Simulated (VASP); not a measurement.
Band structure of SiS2 (space group P2_1/c). Computed with r2SCAN meta-GGA, VASP's PBE PAW potentials (set 64) (plane waves; VASP).

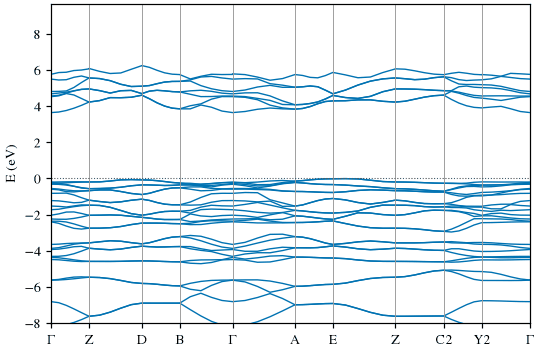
Figure: Bands along high-symmetry lines, zero at the valence-band maximum or, without a gap, the Fermi level

### Question
Read the plot: is there a gap, and where are the band edges?

### Answer
The gap is indirect, 3.64 eV, from the valence maximum at (0.50, 0.33, 0.40) to the conduction minimum at Γ.

The structure comes from a computed database's SiS2 entry (P2_1/c); how it stands against other phases isn't given here. It was relaxed first.
